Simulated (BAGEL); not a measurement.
**Si2NH7 (SMILES [SiH3]N[SiH3]): a chain of runs**

Aim: a single-point energy (HF/def2-SVP), then a single-point energy (NEVPT2(2,2)/def2-SVP) of Si2NH7. 

Program for the calculation: BAGEL 1.2.2.

## (1) The molecule

Si2NH7: 10 atoms, total charge 0, spin state singlet. SMILES: `[SiH3]N[SiH3]`. One bond was lengthened or shortened from a relaxed shape.

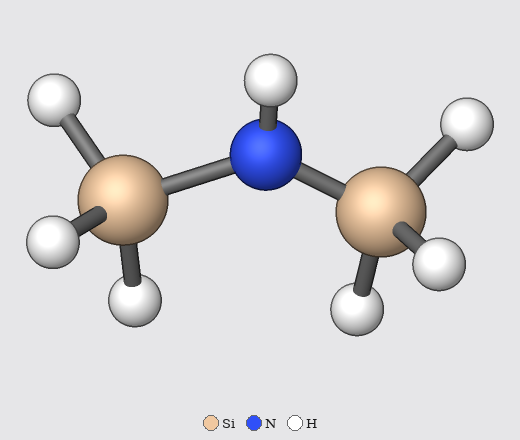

Viewed from a chosen angle; silicon light orange, nitrogen blue, hydrogen white.

## (2) The energy at HF/def2-SVP (density fitting with svp-jkfit) (run 1)

input.json

```json
{ "bagel": [

{
  "title": "molecule",
  "basis": "svp",
  "df_basis": "svp-jkfit",
  "geometry": [
    { "atom": "Si", "xyz": [    -1.64102494,     1.36002833,    -1.30902085 ] },
    { "atom": "N", "xyz": [     0.22674824,     0.94563785,     0.69668533 ] },
    { "atom": "Si", "xyz": [     1.88184597,    -1.76738526,     1.42748022 ] },
    { "atom": "H", "xyz": [    -2.26616524,    -1.14508710,    -2.40175498 ] },
    { "atom": "H", "xyz": [    -0.67628196,     3.03615871,    -3.35483835 ] },
    { "atom": "H", "xyz": [    -3.96818487,     2.56032568,    -0.28186021 ] },
    { "atom": "H", "xyz": [     0.68406196,     2.48931733,     1.72520657 ] },
    { "atom": "H", "xyz": [     0.76172970,    -3.85936877,    -0.06564909 ] },
    { "atom": "H", "xyz": [     1.69553787,    -2.34896737,     4.17312000 ] },
    { "atom": "H", "xyz": [     4.62005912,    -1.56314366,     0.80630834 ] }
  ]
},

{
  "title": "hf"
},

{
  "title": "print",
  "file": "orbitals.molden",
  "orbitals": true
}

]}
```

Run with:

```
$ BAGEL_NUM_THREADS=1 BAGEL input.json > input.out
```

Standard output:

```text
* using 1 threads per process

  ===============================================================
  ===============================================================

  *** Geometry ***

  { "atom" : "Si", "xyz" : [     -1.641025,      1.360028,     -1.309021 ] },
  { "atom" : "N", "xyz" : [      0.226748,      0.945638,      0.696685 ] },
  { "atom" : "Si", "xyz" : [      1.881846,     -1.767385,      1.427480 ] },
  { "atom" : "H", "xyz" : [     -2.266165,     -1.145087,     -2.401755 ] },
  { "atom" : "H", "xyz" : [     -0.676282,      3.036159,     -3.354838 ] },
  { "atom" : "H", "xyz" : [     -3.968185,      2.560326,     -0.281860 ] },
  { "atom" : "H", "xyz" : [      0.684062,      2.489317,      1.725207 ] },
  { "atom" : "H", "xyz" : [      0.761730,     -3.859369,     -0.065649 ] },
  { "atom" : "H", "xyz" : [      1.695538,     -2.348967,      4.173120 ] },
  { "atom" : "H", "xyz" : [      4.620059,     -1.563144,      0.806308 ] },

  Number of auxiliary basis functions:      459

  Since a DF basis is specified, we compute 2- and 3-index integrals:
    o Being stored without compression. Storage requirement is 0.027 GB

  Number of basis functions:       85
  Number of electrons      :       42

    * METHOD: MOLECULE                             0.13

  *** RHF ***

  === Nuclear Repulsion ===
   166.4242404323

      * DIIS with orbital gradients will be used.

  === RHF iteration (svp) ===
      0       -636.00269999          0.01516610           0.04
      1       -636.10452758          0.00896685           0.04
      2       -636.13998182          0.00129155           0.04
      3       -636.14133772          0.00013840           0.04
      4       -636.14135529          0.00002763           0.04
      5       -636.14135615          0.00000738           0.04
      6       -636.14135622          0.00000197           0.03
      7       -636.14135622          0.00000033           0.03
      8       -636.14135622          0.00000008           0.03
      9       -636.14135622          0.00000002           0.03
     10       -636.14135622          0.00000001           0.04
    * SCF iteration converged.

    * Permanent dipole moment:
           (   -0.443138,    -0.130034,    -0.550544) a.u.

    * METHOD: HF                                   0.49

    * METHOD: PRINT                                0.01

  ===============================================================
```

It took 0.84 s on 1 thread of AMD EPYC 9R45 (Zen 5), shared host; peak memory 0.11 GiB.

## (3) The energy at NEVPT2(2,2)/def2-SVP (density fitting with svp-jkfit) (run 2)

input.json

```json
{ "bagel": [

{
  "title": "molecule",
  "basis": "svp",
  "df_basis": "svp-jkfit",
  "angstrom": false,
  "geometry": [
    { "atom": "Si", "xyz": [ -1.64102494,  1.36002833, -1.30902085 ] },
    { "atom": "N", "xyz": [  0.22674824,  0.94563785,  0.69668533 ] },
    { "atom": "Si", "xyz": [  1.88184597, -1.76738526,  1.42748022 ] },
    { "atom": "H", "xyz": [ -2.26616524, -1.14508710, -2.40175498 ] },
    { "atom": "H", "xyz": [ -0.67628196,  3.03615871, -3.35483835 ] },
    { "atom": "H", "xyz": [ -3.96818487,  2.56032568, -0.28186021 ] },
    { "atom": "H", "xyz": [  0.68406196,  2.48931733,  1.72520657 ] },
    { "atom": "H", "xyz": [  0.76172970, -3.85936877, -0.06564909 ] },
    { "atom": "H", "xyz": [  1.69553787, -2.34896737,  4.17312000 ] },
    { "atom": "H", "xyz": [  4.62005912, -1.56314366,  0.80630834 ] }
  ]
},
{
  "title": "hf"
},
{
  "title": "nevpt2",
  "nstate": 1,
  "nact": 2,
  "nclosed": 20,
  "active": [12, 22],
  "maxiter": 200,
  "natocc": true,
  "ncore": 11
},
{
  "title": "print",
  "file": "orbitals.molden",
  "orbitals": true
}

]}
```

Run with:

```
$ BAGEL_NUM_THREADS=1 BAGEL input.json > input.out
```

Standard output:

```text
* using 1 threads per process

  ===============================================================
  ===============================================================

  *** Geometry ***

  { "atom" : "Si", "xyz" : [     -1.641025,      1.360028,     -1.309021 ] },
  { "atom" : "N", "xyz" : [      0.226748,      0.945638,      0.696685 ] },
  { "atom" : "Si", "xyz" : [      1.881846,     -1.767385,      1.427480 ] },
  { "atom" : "H", "xyz" : [     -2.266165,     -1.145087,     -2.401755 ] },
  { "atom" : "H", "xyz" : [     -0.676282,      3.036159,     -3.354838 ] },
  { "atom" : "H", "xyz" : [     -3.968185,      2.560326,     -0.281860 ] },
  { "atom" : "H", "xyz" : [      0.684062,      2.489317,      1.725207 ] },
  { "atom" : "H", "xyz" : [      0.761730,     -3.859369,     -0.065649 ] },
  { "atom" : "H", "xyz" : [      1.695538,     -2.348967,      4.173120 ] },
  { "atom" : "H", "xyz" : [      4.620059,     -1.563144,      0.806308 ] },

  Number of auxiliary basis functions:      459

  Since a DF basis is specified, we compute 2- and 3-index integrals:
    o Being stored without compression. Storage requirement is 0.027 GB

  Number of basis functions:       85
  Number of electrons      :       42

    * METHOD: MOLECULE                             0.14

  *** RHF ***

  === Nuclear Repulsion ===
   166.4242404323

      * DIIS with orbital gradients will be used.

  === RHF iteration (svp) ===
      0       -636.00269999          0.01516610           0.04
      1       -636.10452758          0.00896685           0.03
      2       -636.13998182          0.00129155           0.04
      3       -636.14133772          0.00013840           0.03
      4       -636.14135529          0.00002763           0.04
      5       -636.14135615          0.00000738           0.04
      6       -636.14135622          0.00000197           0.04
      7       -636.14135622          0.00000033           0.04
      8       -636.14135622          0.00000008           0.04
      9       -636.14135622          0.00000002           0.04
     10       -636.14135622          0.00000001           0.04
    * SCF iteration converged.

    * Permanent dipole moment:
           (   -0.443138,    -0.130034,    -0.550544) a.u.

    * METHOD: HF                                   0.49

    * freezing 11 orbitals
  ---------------------------
      CASSCF calculation
  ---------------------------

    ==== Active orbitals : =====
         Orbital 12
         Orbital 22
    ============================

    * nstate   :      1
    * nclosed  :     20
    * nact     :      2
    * nvirt    :     63
  === CASSCF iteration (svp) ===

    * Using the second-order algorithm

      0  0      -636.14145108     2.70e-05      0.01

      1  0      -636.14526050     3.29e-04      0.14

      2  0      -636.15577215     6.65e-04      0.22

      3  0      -636.15776638     2.39e-04      0.25

      4  0      -636.15787689     7.67e-05      0.25

      5  0      -636.15787994     2.46e-05      0.23

      6  0      -636.15788007     7.46e-06      0.22

      7  0      -636.15788008     2.19e-06      0.24

      8  0      -636.15788008     6.35e-07      0.23

      9  0      -636.15788008     1.83e-07      0.23

     10  0      -636.15788008     5.24e-08      0.23

     11  0      -636.15788008     1.50e-08      0.23

     12  0      -636.15788008     4.30e-09      0.20

    * Second-order optimization converged. *

     guess   0:   closed 1.                   open ..

  === FCI iteration ===

      0  0      -636.14115331     9.22e-02      0.00
      1  0      -636.15787129     1.61e-03      0.00
      2  0 *    -636.15788008     1.57e-15      0.00

     * ci vector, state   0, <S^2> = 0.0000
       2.     0.9959114557
       .2    -0.0903347800

  === DF-NEVPT2 calculation ===

    * 3-index integral transformation done
    * assembly done

      NEVPT2 correlation energy:   -0.3560846544      0.10

          (+0)     -0.2845071562
          (+0)'    -0.0260872687
          (+1)     -0.0046245815
          (+1)'    -0.0000000000
          (+2)     -0.0002985107
          (-1)     -0.0322167363
          (-1)'     0.0000000000
          (-2)     -0.0083504010

      NEVPT2 total energy:       -636.5139647379

    * METHOD: NEVPT2                               2.95

    * METHOD: PRINT                                0.01

  ===============================================================
```

Wall time 3.9 s (1 thread of AMD EPYC 9R45 (Zen 5), shared host); peak memory 0.14 GiB.

## (4) Results

| quantity | value |
| --- | --- |
| run 1, HF/def2-SVP: total energy | -636.14136 Eh |
| run 1, HF/def2-SVP: dipole moment | 1.83 D |
| run 1, HF/def2-SVP: HOMO energy | -10.87 eV |
| run 1, HF/def2-SVP: LUMO energy | 3.80 eV |
| run 1, HF/def2-SVP: HOMO–LUMO gap | 14.67 eV |
| run 2, NEVPT2(2,2)/def2-SVP: total energy | -636.51396 Eh |
